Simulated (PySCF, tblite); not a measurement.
# B₁₂N₁₃H₃₂+: electronic excitations, NMR shifts

Wanted: electronic excitations, NMR shifts for B₁₂N₁₃H₃₂+.

Computed with tblite 0.8.0 and PySCF 2.14.0 and routines of our own; the level stands in each step. Atoms count from 0.

### Step 1. The starting structure

57 atoms, charge 1, multiplicity 1; geometry from: force field, distance geometry or constructed start.

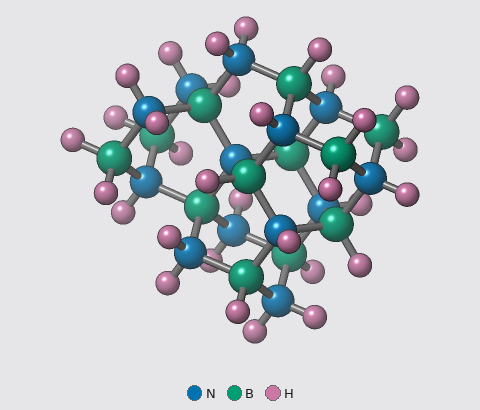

The starting geometry (nitrogen blue, boron teal, hydrogen pink).

### Step 2. Relaxing the molecule with GFN2-xTB

The job: settings as JSON, then the geometry in Å.

```
{"job": {"kind": "relax", "xc": "GFN2-xTB", "basis": "xTB"}, "charge": 1, "multiplicity": 1}
N      1.283000     0.267900    -2.142100
N     -1.281300     0.272300    -2.147400
N      0.005200    -0.470500    -0.052400
B     -0.000700    -0.463800    -1.624900
N     -0.001000    -1.945200    -2.137100
N      1.274800    -2.682400    -0.056000
B      1.278200    -2.680200    -1.622000
N     -1.274700    -2.679200    -0.051900
B     -1.275400    -2.684000    -1.619100
N      1.275300     0.268900     2.035300
B      1.276000     0.268500     0.466300
N     -1.280600     0.267700     2.033700
B     -1.281500     0.270400     0.473400
B      0.002200    -0.468800     2.552800
N     -0.002200    -1.938900     2.033900
B     -0.001900    -1.943400     0.474700
N      0.000400     2.485300    -2.139600
N      1.277000     1.742100    -0.054400
B      1.277500     1.747300    -1.616200
N     -1.275300     1.746400    -0.050700
B     -1.280400     1.749300    -1.617200
N     -0.000900     2.484900     2.033500
B      0.003400     2.488000     0.475000
B      1.273900     1.741200     2.554000
B     -1.277600     1.748100     2.556400
H      1.272000     0.268800    -3.178000
H      2.128000    -0.218200    -1.794600
H     -1.278700     0.270300    -3.179300
H     -2.126700    -0.220100    -1.795900
H      0.001100    -1.943600    -3.177100
H      2.130900    -2.191100     0.292200
H      1.276200    -3.661100     0.293500
H      2.232400    -2.130300    -2.010600
H      1.280200    -3.786300    -2.005000
H     -2.126100    -2.189900     0.290000
H     -1.277600    -3.660200     0.290400
H     -2.234200    -2.130300    -2.012800
H     -1.277200    -3.782500    -2.011300
H      2.128400    -0.224400     2.380300
H      2.228600    -0.278400     0.079600
H     -2.127400    -0.222800     2.384200
H     -2.227500    -0.287400     0.082100
H      0.004900    -0.467200     3.721900
H      0.851800    -2.434800     2.378600
H     -0.852900    -2.432600     2.382800
H     -0.001900     3.465600    -1.797300
H      0.002400     2.483500    -3.181100
H      2.127000     2.238400     0.295600
H      2.235000     2.297500    -2.008500
H     -2.125400     2.236500     0.295300
H     -2.234300     2.289800    -2.005600
H      0.006600     3.465300     2.380100
H     -0.000400     3.586100     0.078500
H      2.230000     2.295500     2.162500
H      1.278800     1.744600     3.727000
H     -2.233900     2.300100     2.166100
H     -1.271500     1.739800     3.723600
```

The run is started by

```sh
> OMP_NUM_THREADS=2 python large_run.py task.json out
```

The driver reads the jobs from task.json and runs them one after another.

The log of the run:

```text
step      E/eV     max force
  0   -1892.04319    1.837
  1   -1892.66877    0.937
  2   -1893.02549    0.698
  3   -1893.18359    0.711
  4   -1893.27689    0.486
  5   -1893.31407    0.255
  6   -1893.33780    0.229
  7   -1893.35829    0.241
  8   -1893.37623    0.250
  9   -1893.38703    0.159
 10   -1893.39345    0.111
 11   -1893.39828    0.110
 12   -1893.40268    0.145
 13   -1893.40638    0.121
 14   -1893.40902    0.073
 15   -1893.41101    0.101
 16   -1893.41293    0.096
 17   -1893.41477    0.102
 18   -1893.41628    0.059
 19   -1893.41738    0.054
 20   -1893.41829    0.058
 21   -1893.41918    0.070
 22   -1893.41996    0.052
 23   -1893.42045    0.036
 24   -1893.42074    0.026
 25   -1893.42095    0.030
 26   -1893.42116    0.030
 27   -1893.42133    0.024
 28   -1893.42146    0.018
```

Wall time 1.6 s (2 threads of Arm Neoverse N1, shared host); peak memory 0.16 GiB.

Step by step:

| step | energy from step 0 (eV) | largest force (eV/Å) |
| --- | --- | --- |
| 0 | 0.0000 | 1.8364 |
| 1 | -0.6256 | 0.9369 |
| 2 | -0.9823 | 0.6979 |
| 3 | -1.1404 | 0.7110 |
| 4 | -1.2337 | 0.4858 |
| 5 | -1.2709 | 0.2541 |
| 6 | -1.2946 | 0.2292 |
| 7 | -1.3151 | 0.2410 |
| 8 | -1.3330 | 0.2500 |
| 9 | -1.3438 | 0.1593 |
| 10 | -1.3503 | 0.1113 |
| 12 | -1.3595 | 0.1453 |
| 13 | -1.3632 | 0.1217 |
| 15 | -1.3678 | 0.1012 |
| 16 | -1.3697 | 0.0957 |
| 18 | -1.3731 | 0.0591 |
| 19 | -1.3742 | 0.0541 |
| 21 | -1.3760 | 0.0707 |
| 22 | -1.3768 | 0.0524 |
| 24 | -1.3775 | 0.0260 |
| 25 | -1.3778 | 0.0306 |
| 26 | -1.3780 | 0.0296 |
| 27 | -1.3781 | 0.0234 |
| 28 | -1.3783 | 0.0177 |

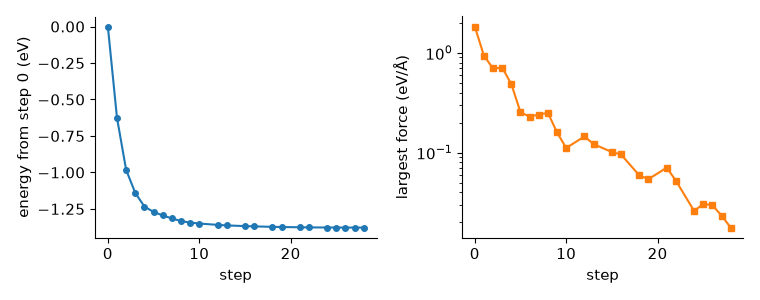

Energy and largest force along the relaxation.

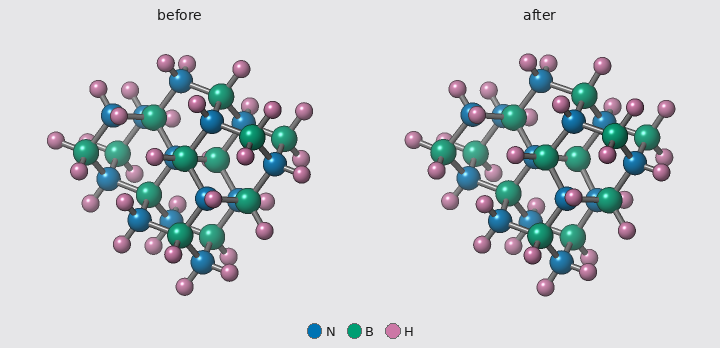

The geometry before (left) and after (right).

Distances of close pairs at the start and the end, largest changes first:

| bond | before (Å) | after (Å) | change (Å) |
| --- | --- | --- | --- |
| B13–N14 | 1.559 | 1.661 | +0.102 |
| N5–B6 | 1.566 | 1.619 | +0.053 |
| N7–B8 | 1.567 | 1.619 | +0.052 |
| N9–B23 | 1.561 | 1.610 | +0.049 |
| N2–B10 | 1.559 | 1.604 | +0.045 |
| B10–H39 | 1.165 | 1.207 | +0.043 |
| B12–H41 | 1.166 | 1.207 | +0.042 |
| N11–B13 | 1.568 | 1.527 | -0.040 |

The final coordinates are the input of the step that follows.

### Step 3. Electronic excitations: TDA CAM-B3LYP/6-31G*

The job: settings as JSON, then the geometry in Å.

```
{"job": {"kind": "uv", "basis": "6-31G*", "grid": 1, "kgrid": 0, "vcut": 1.5, "nstates": 6, "ntriplets": 2, "tda": true, "delta": ["ip_vertical"], "pop": true, "xc": "CAM-B3LYP"}, "charge": 1, "multiplicity": 1}
N      1.234222     0.290822    -2.186929
N     -1.234741     0.290375    -2.186354
N      0.000093    -0.500294    -0.072185
B     -0.000019    -0.502438    -1.620825
N      0.000308    -1.955495    -2.135773
N      1.242801    -2.720029    -0.073342
B      1.296836    -2.744590    -1.690945
N     -1.242606    -2.720027    -0.073617
B     -1.296090    -2.745034    -1.691276
N      1.233086     0.304614     2.049515
B      1.282442     0.276142     0.499196
N     -1.231864     0.304962     2.050253
B     -1.281898     0.276219     0.499872
B      0.000693    -0.386697     2.629550
N     -0.000136    -1.931697     2.019255
B      0.000104    -1.941211     0.453308
N     -0.000602     2.462970    -2.184816
N      1.230923     1.722653    -0.095680
B      1.309272     1.776367    -1.635179
N     -1.230688     1.722720    -0.094969
B     -1.309961     1.776019    -1.634449
N      0.000911     2.469209     2.045938
B      0.000362     2.515591     0.501322
B      1.292098     1.803122     2.634671
B     -1.290144     1.803359     2.635530
H      1.253211     0.284411    -3.202855
H      2.075997    -0.193528    -1.882939
H     -1.254218     0.284291    -3.202287
H     -2.076317    -0.194141    -1.882061
H      0.000506    -1.998485    -3.148067
H      2.096526    -2.277260     0.250737
H      1.259396    -3.681996     0.246745
H      2.288672    -2.189078    -2.053247
H      1.252414    -3.864643    -2.067035
H     -2.096495    -2.277204     0.249993
H     -1.259499    -3.681978     0.246497
H     -2.287907    -2.189906    -2.054233
H     -1.251011    -3.865118    -2.067242
H      2.071803    -0.113133     2.430345
H      2.302742    -0.262717     0.143769
H     -2.070553    -0.112459     2.431522
H     -2.302403    -0.262717     0.144983
H      0.001052    -0.501153     3.806278
H      0.812897    -2.388849     2.421265
H     -0.814044    -2.387476     2.421104
H     -0.000608     3.415880    -1.830827
H     -0.000786     2.528362    -3.198047
H      2.037512     2.186950     0.308000
H      2.279186     2.319649    -2.055288
H     -2.037077     2.187099     0.309062
H     -2.280342     2.318860    -2.054086
H      0.001216     3.413480     2.408010
H      0.000137     3.654156     0.117316
H      2.291489     2.344733     2.242502
H      1.260809     1.761373     3.819166
H     -2.289575     2.345452     2.243977
H     -1.258198     1.761565     3.820066
```

With the program's defaults for keys left out, this is: TDA CAM-B3LYP/6-31G*, vertical, gas phase, core orbitals frozen in the response, virtual orbitals cut by energy.

The log of the run:

```text
start: PBE on a coarse grid of 42424 points
cycle   1  E = -1028.4568573481  dE =  3.680e+00  |g| = 1.095e+00  |ddm| = 6.944e+00
cycle   2  E = -1027.9718977129  dE =  4.850e-01  |g| = 1.847e+00  |ddm| = 3.625e+00
cycle   3  E = -1028.7607968410  dE = -7.889e-01  |g| = 3.158e-01  |ddm| = 2.647e+00
cycle   4  E = -1028.7832449629  dE = -2.245e-02  |g| = 9.362e-02  |ddm| = 4.620e-01
cycle   5  E = -1028.7852144890  dE = -1.970e-03  |g| = 2.613e-02  |ddm| = 1.201e-01
cycle   6  E = -1028.7853406793  dE = -1.262e-04  |g| = 1.147e-02  |ddm| = 3.388e-02
cycle   7  E = -1028.7853704821  dE = -2.980e-05  |g| = 1.941e-03  |ddm| = 1.012e-02
final grid: 178841 points
cycle   8  E = -1029.4014629781  dE = -1.791e-02  |g| = 8.135e-02  |ddm| = 4.934e-01
cycle   9  E = -1029.4021818385  dE = -7.189e-04  |g| = 6.142e-02  |ddm| = 1.226e-01
cycle  10  E = -1029.4029625934  dE = -7.808e-04  |g| = 9.490e-03  |ddm| = 4.519e-02
cycle  11  E = -1029.4029775483  dE = -1.495e-05  |g| = 5.073e-03  |ddm| = 1.440e-02
cycle  12  E = -1029.4029856882  dE = -8.140e-06  |g| = 5.291e-04  |ddm| = 6.844e-03
cycle  13  E = -1029.4029857746  dE = -8.638e-08  |g| = 2.053e-04  |ddm| = 7.930e-04
cycle  14  E = -1029.4029835226  dE =  2.252e-06  |g| = 5.913e-05  |ddm| = 2.643e-04
converged SCF energy = -1029.4029835226
Vertical ionisation energy (delta-SCF) = 11.7581 eV   <S^2> = 0.755

Static polarisability (au): isotropic 198.554, principal 179.871 199.636 216.157

Singlet excitations
state   eV       nm        f      main configurations
  1   7.4863    165.6   0.00026   H->L 0.67, H->L+1 0.20
  2   7.7771    159.4   0.00357   H-1->L 0.66, H-1->L+1 0.15
  3   7.9481    156.0   0.00036   H->L+1 0.57, H->L 0.17, H-3->L 0.10
  4   8.0426    154.2   0.00015   H-2->L 0.51, H-2->L+1 0.16
  5   8.1546    152.0   0.01013   H-1->L+1 0.54, H-1->L 0.15, H-2->L+1 0.10
  6   8.1836    151.5   0.00267   H-4->L 0.73, H-3->L 0.09

Triplet excitations (Tamm-Dancoff, eV): 7.4236 7.6877
```

It took 5.8 min on 2 threads of Arm Neoverse N1, shared host; peak memory 1.6 GiB.

The orbitals next to the gap, with their largest atomic shares:

| orbital | eV | atoms |
| --- | --- | --- |
| HOMO−4 | -12.56 | B8 21 %, B6 21 %, H32 14 % |
| HOMO−3 | -12.34 | B24 10 %, B23 10 %, N21 7 % |
| HOMO−2 | -12.17 | N9 8 %, N11 8 %, H52 7 % |
| HOMO−1 | -11.39 | B23 15 %, B24 15 %, N21 13 % |
| HOMO | -11.10 | B24 19 %, B23 19 %, H55 13 % |
| LUMO | -1.64 | H25 9 %, H27 9 %, H31 5 % |
| LUMO+1 | -1.38 | H25 11 %, H27 11 %, H46 7 % |
| LUMO+2 | -0.27 | H34 10 %, H30 10 %, H44 8 % |
| LUMO+3 | -0.23 | H35 14 %, H31 14 %, H43 8 % |

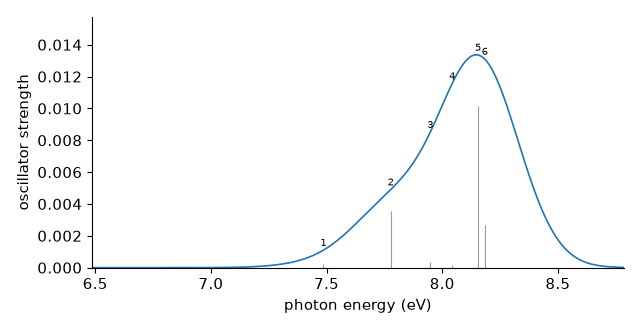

Absorption spectrum from the 6 singlet states computed; above the last one it falls off for lack of states. Lines are broadened to a width of 0.40 eV (Gaussian).

Further results of this job:

| property | computed |
| --- | --- |
| polarisability (Å³) | 29.42 |
| HOMO–LUMO gap (eV) | 9.46 |
| −ε(HOMO) (eV) | 11.10 |

### Step 4. NMR shifts: GIAO KT3/pcSseg-1

Settings changed since step 3:

```diff
@@ -1,2 +1,2 @@
-{"job": {"kind": "uv", "basis": "6-31G*", "grid": 1, "kgrid": 0, "vcut": 1.5, "nstates": 6, "ntriplets": 2, "tda": true, "delta": ["ip_vertical"], "pop": true, "xc": "CAM-B3LYP"}, "charge": 1, "multiplicity": 1}
+{"job": {"kind": "nmr", "xc": "KT3", "basis": "pcSseg-1", "pop": false}, "charge": 1, "multiplicity": 1}
 N      1.234222     0.290822    -2.186929
```

Level: GIAO KT3/pcSseg-1 NMR shielding, non-relativistic, gas phase.

The log of the run:

```text
start: PBE on a coarse grid of 42424 points
cycle   1  E = -1028.0491855070  dE =  3.615e+00  |g| = 1.081e+00  |ddm| = 7.353e+00
cycle   2  E = -1027.5613276884  dE =  4.879e-01  |g| = 1.846e+00  |ddm| = 3.701e+00
cycle   3  E = -1028.3415867871  dE = -7.803e-01  |g| = 3.232e-01  |ddm| = 2.847e+00
cycle   4  E = -1028.3641268275  dE = -2.254e-02  |g| = 9.442e-02  |ddm| = 5.636e-01
cycle   5  E = -1028.3660492740  dE = -1.922e-03  |g| = 2.682e-02  |ddm| = 1.276e-01
cycle   6  E = -1028.3661750304  dE = -1.258e-04  |g| = 1.271e-02  |ddm| = 3.847e-02
cycle   7  E = -1028.3662068969  dE = -3.187e-05  |g| = 2.059e-03  |ddm| = 1.159e-02
final grid: 375969 points
cycle   8  E = -1046.0946023611  dE = -5.719e-02  |g| = 1.112e-01  |ddm| = 9.847e-01
cycle   9  E = -1046.0919767730  dE =  2.626e-03  |g| = 1.598e-01  |ddm| = 2.129e-01
cycle  10  E = -1046.0971555856  dE = -5.179e-03  |g| = 1.808e-02  |ddm| = 1.200e-01
cycle  11  E = -1046.0972226900  dE = -6.710e-05  |g| = 6.310e-03  |ddm| = 3.384e-02
cycle  12  E = -1046.0972314715  dE = -8.781e-06  |g| = 1.919e-03  |ddm| = 1.183e-02
cycle  13  E = -1046.0972329958  dE = -1.524e-06  |g| = 4.649e-04  |ddm| = 2.516e-03
cycle  14  E = -1046.0972334531  dE = -4.573e-07  |g| = 1.126e-04  |ddm| = 5.323e-04
cycle  15  E = -1046.0972338925  dE = -4.394e-07  |g| = 3.727e-05  |ddm| = 1.730e-04
converged SCF energy = -1046.0972338925

GIAO shielding tensors (ppm)
atom      isotropic    diamagn.    paramagn.     s11        s22        s33       span
  0 N      202.820     329.408    -126.588    181.193    191.416    235.852     54.659
  1 N      202.813     329.407    -126.594    181.195    191.391    235.852     54.657
  2 N      223.194     336.329    -113.134    213.224    215.478    240.880     27.656
  3 B      106.309     189.496     -83.187    101.675    103.176    114.076     12.401
  4 N      209.942     321.777    -111.835    174.580    189.906    265.341     90.761
  5 N      214.068     322.815    -108.747    200.087    220.594    221.523     21.436
  6 B      114.487     194.178     -79.691    107.620    113.543    122.298     14.678
  7 N      214.075     322.809    -108.733    200.083    220.596    221.547     21.464
  8 B      114.484     194.176     -79.692    107.617    113.541    122.294     14.678
  9 N      218.264     325.979    -107.715    200.912    210.368    243.511     42.599
 10 B      110.239     201.598     -91.359    101.007    113.265    116.446     15.439
 11 N      218.239     325.978    -107.739    200.903    210.323    243.490     42.587
 12 B      110.239     201.599     -91.360    101.007    113.276    116.433     15.426
 13 B      107.723     203.329     -95.606    103.486    105.422    114.261     10.775
 14 N      188.591     325.412    -136.820    165.458    199.470    200.846     35.388
 15 B      108.437     191.035     -82.598    101.912    106.500    116.899     14.987
 16 N      209.643     326.622    -116.979    183.901    198.568    246.460     62.559
 17 N      222.781     333.728    -110.947    205.058    208.674    254.611     49.553
 18 B      109.381     197.054     -87.672    104.567    110.266    113.311      8.744
 19 N      222.776     333.729    -110.953    205.067    208.656    254.606     49.539
 20 B      109.377     197.051     -87.674    104.558    110.260    113.312      8.754
 21 N      230.941     321.628     -90.687    206.051    213.060    273.710     67.659
 22 B      110.702     197.098     -86.396    101.849    112.343    117.913     16.064
 23 B      114.641     193.058     -78.417    110.387    112.823    120.712     10.324
 24 B      114.638     193.056     -78.417    110.385    112.820    120.710     10.326
 25 H       30.905      34.840      -3.935     25.104     27.183     40.428     15.324
 26 H       26.441      36.695     -10.254     21.209     23.547     34.568     13.360
 27 H       30.904      34.840      -3.936     25.103     27.181     40.427     15.325
 28 H       26.443      36.697     -10.254     21.211     23.548     34.569     13.358
 29 H       32.058      33.100      -1.041     25.324     27.402     43.448     18.124
 30 H       28.031      37.278      -9.247     22.446     26.192     35.454     13.008
 31 H       29.535      31.746      -2.211     22.366     26.027     40.212     17.846
 32 H       28.953      32.028      -3.075     25.885     27.887     33.088      7.203
 33 H       28.761      29.941      -1.180     24.764     27.382     34.137      9.373
 34 H       28.029      37.276      -9.247     22.444     26.190     35.454     13.010
 35 H       29.535      31.744      -2.209     22.365     26.028     40.212     17.846
 36 H       28.953      32.025      -3.072     25.885     27.886     33.089      7.205
 37 H       28.761      29.940      -1.179     24.764     27.382     34.137      9.372
 38 H       30.559      35.371      -4.812     23.719     26.152     41.807     18.087
 39 H       28.472      40.212     -11.740     27.187     28.144     30.083      2.896
 40 H       30.559      35.373      -4.814     23.718     26.154     41.806     18.088
 41 H       28.472      40.213     -11.741     27.187     28.144     30.084      2.897
 42 H       28.460      31.388      -2.928     23.951     28.303     33.125      9.173
 43 H       30.089      34.495      -4.406     25.276     26.724     38.265     12.989
 44 H       30.089      34.500      -4.411     25.284     26.722     38.262     12.978
 45 H       27.527      31.940      -4.413     19.483     25.998     37.099     17.616
 46 H       30.595      29.828       0.767     24.248     26.437     41.100     16.852
 47 H       28.263      35.589      -7.326     18.968     25.448     40.373     21.405
 48 H       28.271      30.126      -1.854     25.463     25.630     33.722      8.260
 49 H       28.263      35.590      -7.327     18.969     25.448     40.372     21.403
 50 H       28.271      30.126      -1.855     25.462     25.630     33.721      8.259
 51 H       30.655      28.195       2.460     23.095     24.596     44.274     21.179
 52 H       28.363      33.900      -5.537     23.540     29.379     32.169      8.629
 53 H       28.906      31.329      -2.424     26.091     26.488     34.138      8.046
 54 H       28.956      28.730       0.225     25.540     27.154     34.173      8.632
 55 H       28.905      31.329      -2.424     26.090     26.488     34.136      8.046
 56 H       28.955      28.729       0.225     25.540     27.153     34.171      8.632
```

It took 2.1 min on 2 threads of Arm Neoverse N1, shared host; peak memory 1.5 GiB.

The references, computed at this level on geometries of the same kind, shield at (ppm): 1H TMS 31.76, 15N NH3 264.4, 11B BF3·OEt2 100.0. Their shielding less the atom's gives the shift. The references are single molecules in the gas phase, so shifts against H2O, NH3, PH3, H3PO4 or CFCl3 are not on the usual liquid scales and can be off by tens of ppm. Atoms listed in one row are averaged.

| atoms | environment | σ (ppm) | δ (ppm) |
| --- | --- | --- | --- |
| H26, H28 | hydrogen on a nitrogen bonded to 2 B | 26.44 | 5.32 |
| H45 | hydrogen on a nitrogen bonded to 2 B | 27.53 | 4.23 |
| H30, H34 | hydrogen on a nitrogen bonded to 2 B | 28.03 | 3.73 |
| H47, H49 | hydrogen on a nitrogen bonded to 3 B | 28.26 | 3.50 |
| H48, H50 | hydrogen on a boron bonded to 3 N | 28.27 | 3.49 |
| H52 | hydrogen on a boron bonded to 3 N | 28.36 | 3.40 |
| H42 | hydrogen on a boron bonded to 3 N | 28.46 | 3.30 |
| H39, H41 | hydrogen on a boron bonded to 3 N | 28.47 | 3.29 |
| H33, H37 | hydrogen on a boron bonded to 2 N | 28.76 | 3.00 |
| H53, H55 | hydrogen on a boron bonded to 2 N | 28.91 | 2.85 |
| H32, H36 | hydrogen on a boron bonded to 2 N | 28.95 | 2.81 |
| H54, H56 | hydrogen on a boron bonded to 2 N | 28.96 | 2.80 |
| H31, H35 | hydrogen on a nitrogen bonded to 2 B | 29.53 | 2.23 |
| H43, H44 | hydrogen on a nitrogen bonded to 2 B | 30.09 | 1.67 |
| H38, H40 | hydrogen on a nitrogen bonded to 3 B | 30.56 | 1.20 |
| H46 | hydrogen on a nitrogen bonded to 2 B | 30.60 | 1.16 |
| H51 | hydrogen on a nitrogen bonded to 3 B | 30.66 | 1.11 |
| H25, H27 | hydrogen on a nitrogen bonded to 2 B | 30.90 | 0.86 |
| H29 | hydrogen on a nitrogen bonded to 3 B | 32.06 | -0.30 |
| N14 | nitrogen bonded to 2 B, 2 H | 188.6 | 75.8 |
| N0, N1 | nitrogen bonded to 2 B, 2 H | 202.8 | 61.6 |
| N16 | nitrogen bonded to 2 B, 2 H | 209.6 | 54.8 |
| N4 | nitrogen bonded to 3 B, H | 209.9 | 54.5 |
| N5, N7 | nitrogen bonded to 2 B, 2 H | 214.1 | 50.3 |
| N9, N11 | nitrogen bonded to 3 B, H | 218.3 | 46.1 |
| N17, N19 | nitrogen bonded to 3 B, H | 222.8 | 41.6 |
| N2 | nitrogen bonded to 4 B | 223.2 | 41.2 |
| N21 | nitrogen bonded to 3 B, H | 230.9 | 33.5 |
| B3 | boron bonded to 4 N | 106.3 | -6.3 |
| B13 | boron bonded to 3 N, H | 107.7 | -7.7 |
| B15 | boron bonded to 4 N | 108.4 | -8.5 |
| B18, B20 | boron bonded to 3 N, H | 109.4 | -9.4 |
| B10, B12 | boron bonded to 3 N, H | 110.2 | -10.3 |
| B22 | boron bonded to 3 N, H | 110.7 | -10.7 |
| B6, B8 | boron bonded to 2 N, 2 H | 114.5 | -14.5 |
| B23, B24 | boron bonded to 2 N, 2 H | 114.6 | -14.7 |

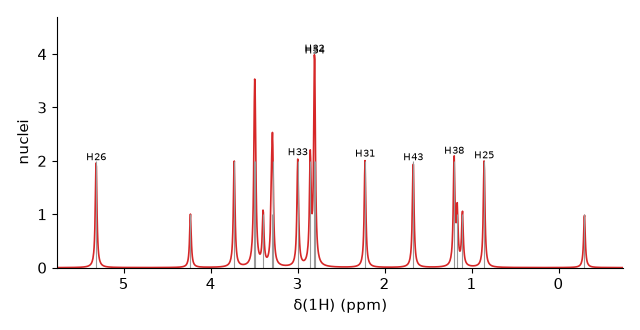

1H lines at the computed shifts, without couplings. Lines are broadened to a width of 0.02 ppm (Lorentzian).

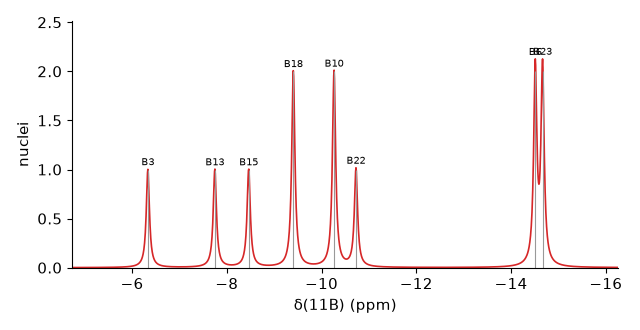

11B lines at the computed shifts, without couplings. Lines are broadened to a width of 0.08 ppm (Lorentzian).

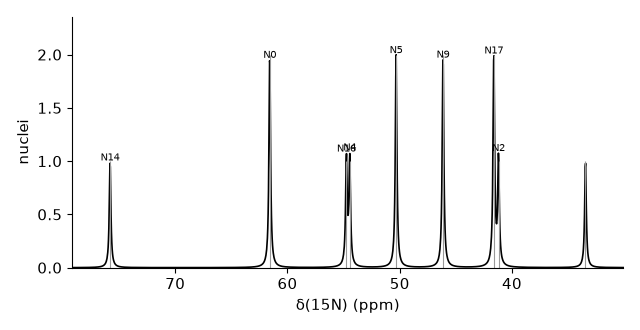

15N lines at the computed shifts, without couplings. Lines are broadened to a width of 0.17 ppm (Lorentzian).

Ring of atoms N0, N1, B3, N16, B18, B20: NICS(0) -1.5, NICS(1) -2.2, NICS(1)zz 0.7 ppm (means of both faces).

Ring of atoms N0, N2, B3, B10, N17, B18: NICS(0) -2.9, NICS(1) -2.2, NICS(1)zz -0.4 ppm (means of both faces).

Ring of atoms N2, B3, N4, N5, B6, B15: NICS(0) -3.8, NICS(1) -3.5, NICS(1)zz -3.0 ppm (means of both faces; NICS(1) differs between them: -5.5 and -1.4).

The two faces differ (NICS(1)zz -8.6 and 2.5 ppm).

### Step 5. Summary of results

| quantity | value |
| --- | --- |
| lowest singlet (CAM-B3LYP/6-31G*) | 7.49 eV (166 nm), f = 0.000 |
| brightest single state of those computed | state 5, 8.15 eV, f = 0.010 |
| lowest triplet | 7.42 eV |
| 1H shifts against TMS (KT3/pcSseg-1, means over atoms taken as alike) | 5.32, 4.23, 3.73, 3.50, 3.49, 3.40, 3.30, 3.29, 3.00, 2.85, 2.81, 2.80, 2.23, 1.67 ppm and more |
| 15N shifts against NH3 (KT3/pcSseg-1, means over atoms taken as alike) | 75.8, 61.6, 54.8, 54.5, 50.3, 46.1, 41.6, 41.2, 33.5 ppm |
| 11B shifts against BF3·OEt2 (KT3/pcSseg-1, means over atoms taken as alike) | -6.3, -7.7, -8.5, -9.4, -10.3, -10.7, -14.5, -14.7 ppm |

**Reading.** The first singlet state (HOMO→LUMO 0.67, HOMO→LUMO+1 0.20) lies at 7.49 eV and is dark; of the 6 states computed, the strongest absorption comes from states 5 to 6 together at 8.15 eV (the last computed, so partners may be missing). The lowest triplet lies 0.06 eV below the lowest singlet. The basis of CAM-B3LYP/6-31G* has no diffuse functions, so Rydberg states are missing and the high states are unreliable. At KT3/pcSseg-1: The largest span, 91 ppm, is at N4, where the paramagnetic term is -112 ppm.
